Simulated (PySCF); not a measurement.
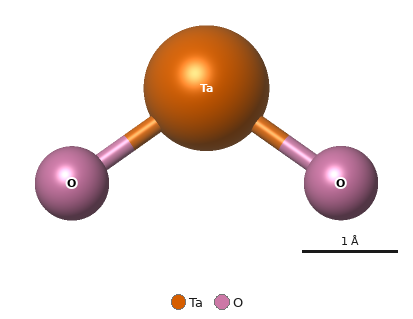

The input geometry (ball-and-stick view, seen at a tilt). Sticks mark near contacts.

# Frequency calculation, with input and output: TaO2 (charge −1)

The run: frequency calculation of TaO2, charge −1. Method and program: RKS-based PBE0, Ta def2-SVPD with ECP60, O def2-SVPD; non-relativistic Hamiltonian with a scalar-relativistic core potential; density fitting (PySCF 2.14.0).

What the program printed
```
init E= -207.288317538764
  HOMO = -0.0169871104972152  LUMO = 0.100374474563238  gap/eV = 3.19357
cycle= 1 E= -207.28831753876  delta_E= 4.21e-12  |g|= 4.21e-06  |ddm|= 1.19e-05
  HOMO = -0.0169875053244439  LUMO = 0.10037397786002  gap/eV = 3.19357
Extra cycle  E= -207.288317538753  delta_E= 7.39e-12  |g|= 7.57e-06  |ddm|= 1.33e-05
converged SCF energy = -207.288317538753
```

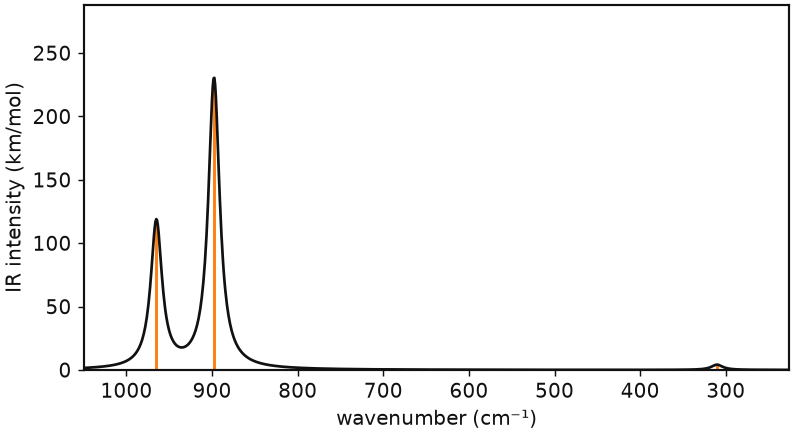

Harmonic infrared spectrum, unscaled: sticks (degenerate modes added up, dark ones marked on the axis) with a Lorentzian envelope of 16 cm⁻¹ full width, scaled to the tallest stick. 3 modes from 310 to 965 cm⁻¹, none imaginary. The strongest line is at 898 cm⁻¹ (231 km/mol). All modes, in cm⁻¹ (km/mol): 310 (4.2), 898 (231), 965 (116).

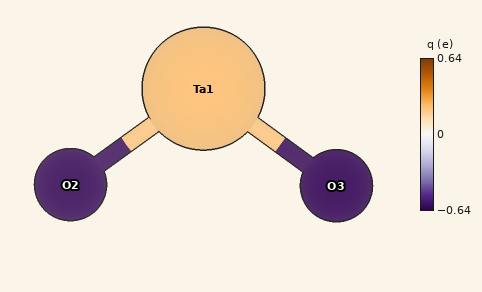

Mulliken charges, as the colour of each atom (ball-and-stick view, seen on its broad side; atoms are numbered from 1 in the order of the input). By element: Ta +0.21 and O −0.61 e.

The run was set up as follows.

Input
```python
from pyscf import gto, scf, dft
mol = gto.M(atom='''
Ta     0.000000     0.000000    -0.155571
O      1.415979     0.000000     0.875601
O     -1.415979     0.000000     0.875601''',
    basis={'Ta': 'def2-SVPD', 'O': 'def2-SVPD'},
    ecp={'Ta': 'def2-SVPD'},
    charge=-1, spin=0)
mf = dft.RKS(mol, xc='PBE0')
mf.grids.atom_grid = (75, 302)
aux = {'Ta': 'def2-universal-JKFIT', 'O': 'def2-universal-JKFIT'}
mf = mf.density_fit(auxbasis=aux)
mf.conv_tol = 1e-09
mf.diis_space = 10
mf.max_cycle = 60
mf.verbose = 4
mf.kernel()
```

The script is an equivalent of the set-up of the self-consistent field. The run itself was carried out by a driver, which started from the orbitals of the step before it where there was one and computed the further properties.

Command:
```bash
OMP_NUM_THREADS=2 python axn.py task.json out
```

Results in brief

| quantity | value |
| --- | --- |
| outcome | converged |
| total energy | −207.288318 hartree |
| HOMO | −0.46 eV |
| LUMO | 2.73 eV |
| zero-point energy | 0.004950 hartree |
| wavenumbers, lowest and highest | 310 and 965 cm⁻¹ |
| hardware | 2 threads of Arm Neoverse V2, 24 GiB of memory available, shared host |
| wall time | 14 s (CPU time 25 s) |
| peak memory | 0.77 GiB |
